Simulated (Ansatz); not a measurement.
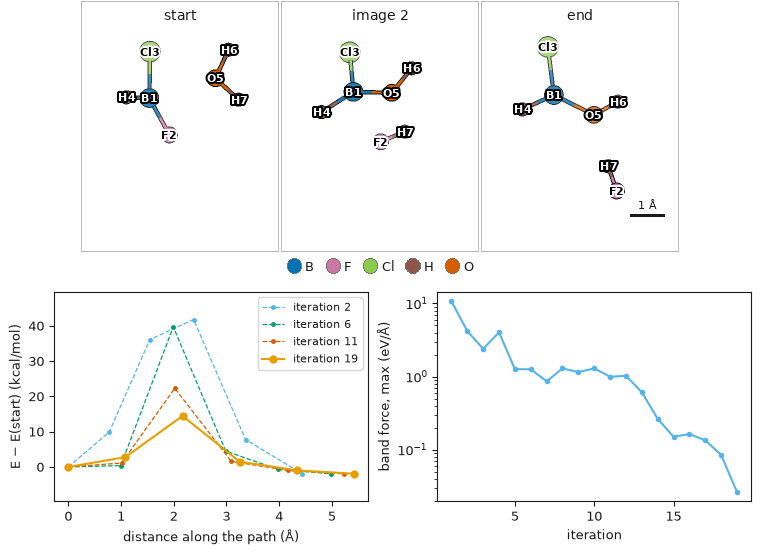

A nudged-elastic-band calculation for BH$_{3}$OClF, made up at the start of BHClF and H$_{2}$O. Images are numbered from 0 (start) to 5 (end). The plot follows the band through its iterations. A ball-and-stick model, seen at a tilt.

Method: RHF/def2-SVPD in Ansatz 0.2.0.

The input:
```yaml
crystal:
  periodic: [false, false, false]
  atoms:
    - { symbol: B, position_ang: [-0.034556, -0.351037, -0.064161] }
    - { symbol: F, position_ang: [-0.213305, -0.918246, 1.104137] }
    - { symbol: Cl, position_ang: [1.548827, -0.565499, -0.850974] }
    - { symbol: H, position_ang: [-0.935077, 0.124643, -0.667399] }
    - { symbol: O, position_ang: [0.384138, 1.829212, 1.048607] }
    - { symbol: H, position_ang: [1.191297, 2.270902, 0.835329] }
    - { symbol: H, position_ang: [0.355877, 1.736224, 1.988262] }
basis:
  gaussian: { orbitals: def2-SVPD }
hamiltonian:
  xc: hf
neb:
  order_check: false
  images: 4
  f_tol: 0.05
  max_iterations: 60
  climbing: false
  final_atoms:
    - { symbol: B, position_ang: [0.45736193, 0.20242357, -0.51185133] }
    - { symbol: F, position_ang: [-0.90852884, 0.85868696, 2.94226128] }
    - { symbol: Cl, position_ang: [1.6126711, 0.38089909, -1.85208194] }
    - { symbol: H, position_ang: [-0.46717695, -0.53143581, -0.62623224] }
    - { symbol: O, position_ang: [0.63636264, 0.89767636, 0.62169681] }
    - { symbol: H, position_ang: [1.39322255, 1.46524608, 0.64655345] }
    - { symbol: H, position_ang: [-0.42671144, 0.85270276, 2.17345497] }
  initial_path:
    images:
      - { positions_ang: [[-0.034556, -0.351037, -0.064161], [-0.213305, -0.918246, 1.104137], [1.548827, -0.565499, -0.850974], [-0.935077, 0.124643, -0.667399], [0.384138, 1.829212, 1.048607], [1.191297, 2.270902, 0.835329], [0.355877, 1.736224, 1.988262]] }
      - { positions_ang: [[-0.02265736, -0.21225947, -0.03515864], [-0.14874161, -0.53216312, 1.33324222], [1.58159802, -0.3722769, -0.86014718], [-0.96808619, 0.07864671, -0.64690826], [0.38837423, 1.72988313, 0.83348007], [1.16702136, 1.97862123, 0.98174935], [0.29969255, 1.45574743, 1.78754344]] }
      - { positions_ang: [[-0.01075873, -0.07348193, -0.00615627], [-0.08417823, -0.14608025, 1.56234744], [1.61436905, -0.17905481, -0.86932035], [-1.00109539, 0.03265042, -0.62641753], [0.39261047, 1.63055426, 0.61835314], [1.14274572, 1.68634045, 1.1281697], [0.2435081, 1.17527086, 1.58682488]] }
      - { positions_ang: [[0.08762486, 0.03721018, -0.09569434], [-0.22322299, 0.20930635, 1.92997229], [1.62713787, 0.01022481, -1.06954194], [-0.90751538, -0.09856534, -0.61818418], [0.44305539, 1.44424713, 0.5329711], [1.18313083, 1.52520927, 1.09041459], [0.08699042, 0.99856661, 1.62386347]] }
      - { positions_ang: [[0.2724934, 0.11981687, -0.30377284], [-0.56587592, 0.53399665, 2.43611679], [1.61990448, 0.19556195, -1.46081194], [-0.68734616, -0.31500058, -0.62220821], [0.53970902, 1.17096174, 0.57733396], [1.28817669, 1.49522767, 0.86848402], [-0.16986051, 0.92563469, 1.89865922]] }
      - { positions_ang: [[0.45736193, 0.20242357, -0.51185133], [-0.90852884, 0.85868696, 2.94226128], [1.6126711, 0.38089909, -1.85208194], [-0.46717695, -0.53143581, -0.62623224], [0.63636264, 0.89767636, 0.62169681], [1.39322255, 1.46524608, 0.64655345], [-0.42671144, 0.85270276, 2.17345497]] }
```

Run as
```bash
ansatz run input.yaml --threads 2 --pin off --max-ram 3072MiB --backend cpu --events-out ev --progress --plain --runs-dir out
```

Question: How did the profile develop, and is the result final?

Answer: The run is converged, with reservations. The band converged in 19 iterations. The largest component of the band force went from 11 to 0.026 eV/Å. No image climbed, so the highest image needn't lie on the saddle point, and the true maximum along this path can be higher. The first iteration put the highest image at 101.8 kcal/mol. The highest point, image 2, lies 14.5 kcal/mol above the start and 16.4 kcal/mol above the end; the end is at −1.9 kcal/mol relative to the start.

Limits of the set-up: the start holds two separate molecules, 2.5 Å apart at their closest, whose relative position is a soft coordinate and is computed without a dispersion correction; Hartree-Fock leaves out electron correlation.
